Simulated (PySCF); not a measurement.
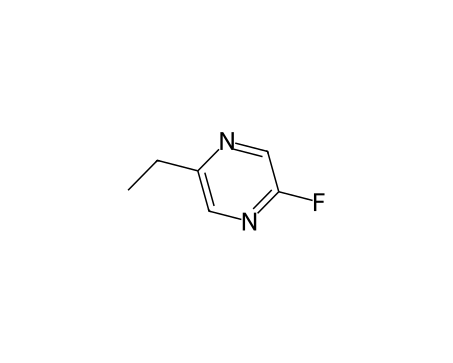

> Give its SMILES.

CCc1cnc(F)cn1

> Give the formula, hydrogens included.

C6H7FN2.

> An optimisation with GFN2-xTB gave a structure of which point group?

C1. Other conformers may differ.

More results for the same structure follow; atom numbers are the same in all pictures, views and colours differ. The geometry was computed by an optimisation with GFN2-xTB. No frequency run is at hand to confirm it as a minimum.

Shape

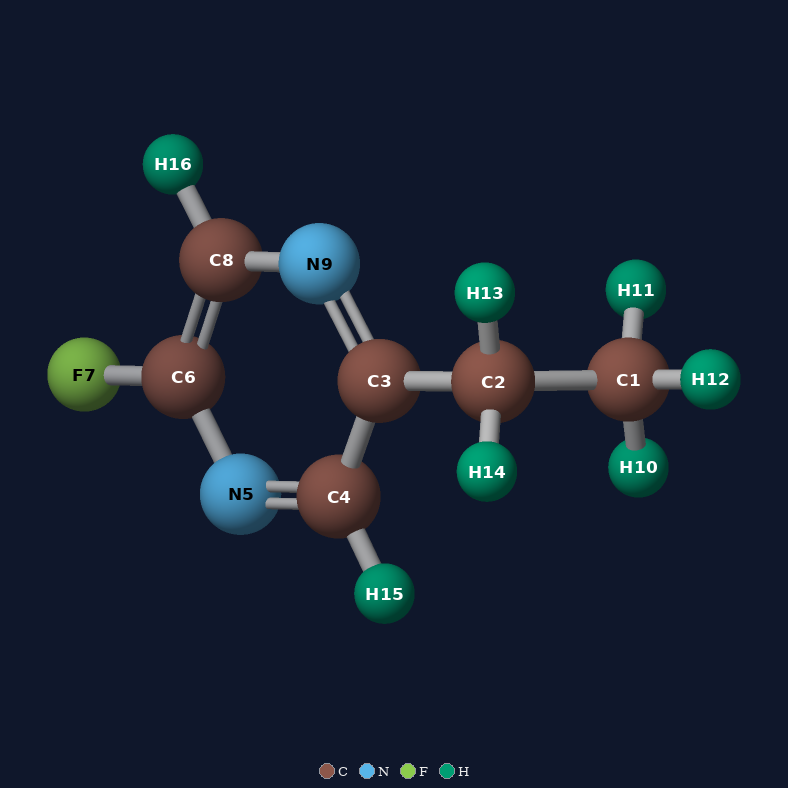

Numbered structure. No frequency run is at hand to confirm it as a minimum.

Give these bond angles: C1–C2–H14, C2–C1–H10, C2–C1–H11, C2–C1–H12, C2–C3–N9, C3–C2–H14, C3–C4–N5, C3–C4–H15, C3–N9–C8, C4–C3–N9, N5–C4–H15, N9–C8–H16.

```json
{"angle": "C1–C2–H14", "degrees": "109.6"}
{"angle": "C2–C1–H10", "degrees": "110.7"}
{"angle": "C2–C1–H11", "degrees": "110.1"}
{"angle": "C2–C1–H12", "degrees": "110.1"}
{"angle": "C2–C3–N9", "degrees": "117.5"}
{"angle": "C3–C2–H14", "degrees": "109.6"}
{"angle": "C3–C4–N5", "degrees": "121.9"}
{"angle": "C3–C4–H15", "degrees": "122.2"}
{"angle": "C3–N9–C8", "degrees": "118.5"}
{"angle": "C4–C3–N9", "degrees": "120.2"}
{"angle": "N5–C4–H15", "degrees": "115.9"}
{"angle": "N9–C8–H16", "degrees": "117.7"}
```

Electronic properties

No frequency run is at hand to confirm it as a minimum. Properties computed with PBE0/pcSseg-1, gas phase (PySCF 2.14.0).

Predict the main results.

- dipole moment: 2.25 D
- HOMO energy (Kohn–Sham orbital): −7.70 eV
- LUMO energy (Kohn–Sham orbital): −1.63 eV
- HOMO–LUMO gap: 6.07 eV

Bond orders

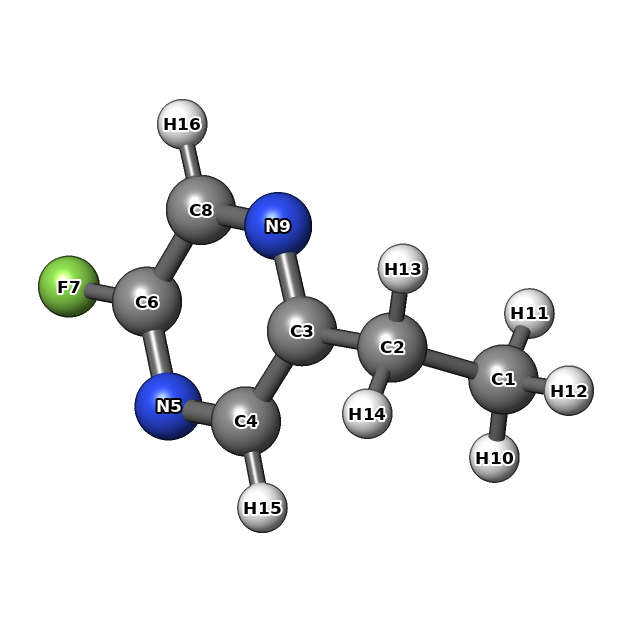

The thickness of each stick grows with its Mayer bond order. No frequency run is at hand to confirm it as a minimum. Level of theory: PBE0/pcSseg-1 (PySCF 2.14.0).

List the Mayer bond orders of C1–C2, C2–C3, C3–C4, C3–N9, C4–N5, N5–C6, C6–F7, C6–C8, C8–N9 (bonds between heavy atoms, one of each equivalent set).

| bond | Mayer order | length (Å) |
| --- | --- | --- |
| C1–C2 | 1.04 | 1.531 |
| C2–C3 | 1.02 | 1.497 |
| C3–C4 | 1.31 | 1.395 |
| C3–N9 | 1.46 | 1.331 |
| C4–N5 | 1.47 | 1.323 |
| N5–C6 | 1.47 | 1.315 |
| C6–F7 | 0.97 | 1.337 |
| C6–C8 | 1.34 | 1.390 |
| C8–N9 | 1.48 | 1.320 |

Ring current

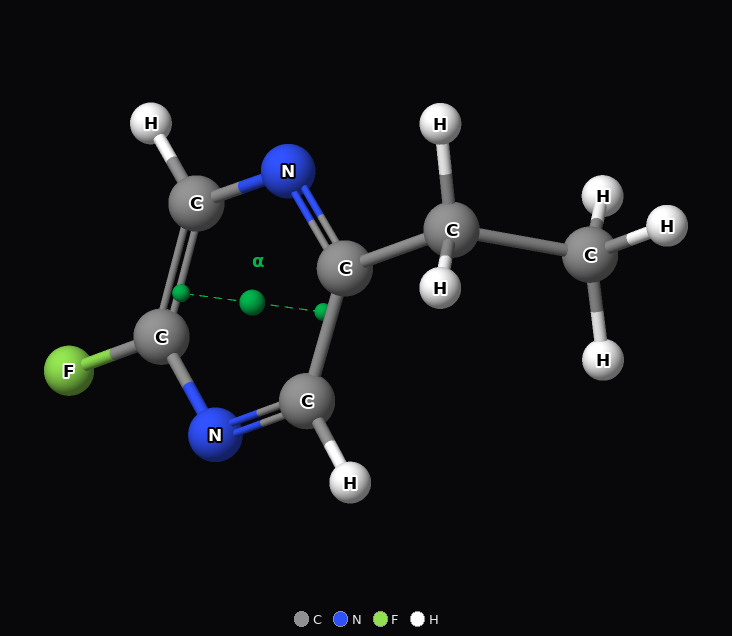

The small points mark where nucleus-independent chemical shifts (NICS) were computed: at the centre of each lettered ring and 1 Å above and below it. No frequency run is at hand to confirm it as a minimum. Level of theory: GIAO PBE0/pcSseg-1 NMR shielding, non-relativistic, gas phase (PySCF 2.14.0).

Give NICS(0), NICS(1) and the out-of-plane component NICS(1)zz for each ring (means of the two sides).

```
ring  members  NICS(0)  NICS(1)  NICS(1)zz
   α     C4N2     −7.6    −11.1      −27.0
```

Values in ppm.

> What do the values say about the ring currents?

Ring α: diatropic, as in an aromatic ring. NICS is one index among several.
